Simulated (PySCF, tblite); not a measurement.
**C2H6BN2Si radical: geometry, infrared bands and EPR parameters**

What infrared bands and EPR parameters should C2H6BN2Si radical (`C#C[SiH2][N]BN`) show?

Computed with tblite 0.8.0 and PySCF 2.14.0, with density-fitted response routines of our own, on a single molecule in the gas phase. Atoms count from 0, in the outputs and in this text.

### Step 1. Starting geometry

12 atoms, charge 0, multiplicity 2; geometry from: force field or distance geometry start.

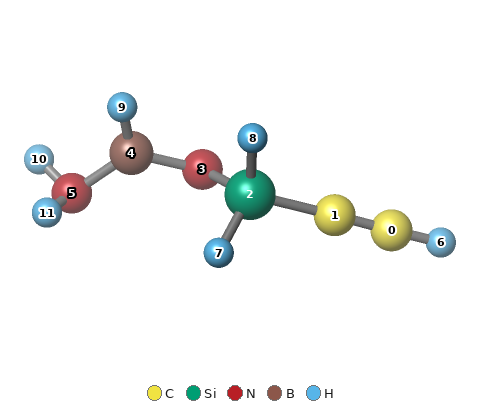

The starting geometry (carbon yellow, silicon teal, nitrogen red, boron brown, hydrogen blue), atoms numbered.

### Step 2. Optimising the geometry with GFN2-xTB

Job settings and geometry (Å):

```
{"job": {"kind": "relax", "xc": "GFN2-xTB", "basis": "xTB"}, "charge": 0, "multiplicity": 2}
C      3.587500     1.036100     0.087800
C      2.406300     0.829900     0.286600
Si     0.661400     0.500000     0.612000
N     -0.142400     0.024100    -0.929900
B     -1.607600    -0.254800    -0.604500
N     -2.188200    -1.642500    -0.836400
H      4.605000     1.229600    -0.097500
H      0.533300    -0.571700     1.604100
H      0.027200     1.723600     1.130700
H     -2.309100     0.620300    -0.223200
H     -2.982400    -1.539600    -1.503300
H     -2.589900    -1.955700     0.080100
```

Started as:

```bash
$ OMP_NUM_THREADS=1 python probes_run.py task.json out
```

This one command runs all jobs of the session in turn.

**Question.** This job is followed by: GFN2-xTB harmonic vibrations, gas phase; UKS B3LYP, pcH-1 on B C H N Si, non-relativistic, mean-field spin-orbit, GIAO. What will the session give for the following? strongest single infrared mode (GFN2-xTB); zero-point energy (GFN2-xTB); g(iso) (B3LYP); ⟨S²⟩; largest a(iso) (averaged by class); surface potential, least and greatest.

**Answer**, as computed:

| quantity | value |
| --- | --- |
| strongest single infrared mode (GFN2-xTB) | 758 cm⁻¹, 315 km/mol |
| zero-point energy (GFN2-xTB) | 47.2 kcal/mol |
| g(iso) (B3LYP) | 2.00483 |
| ⟨S²⟩ | 0.754 (exact 0.75) |
| largest a(iso) (averaged by class) | 1H on H9, 223.9 MHz |
| surface potential, least and greatest | -0.87 V and 1.69 V |

**Reading.** Relaxing lowered the energy by 1.722 eV in 81 steps; the close pair that moved most is N3–B4, from 1.527 to 1.355 Å. No mode is imaginary among the 30: a minimum at this level. The strongest single mode, at 758 cm⁻¹, is spread over several atoms, Si2, H7, H8, H10 among them. GFN2-xTB is a fitted tight-binding method: band positions and strengths are rough. Its intensities can rank the bands wrongly. N3 carries the largest spin population, 0.87 e. The isotropic g lies 2.5 ppt above the free-electron value.
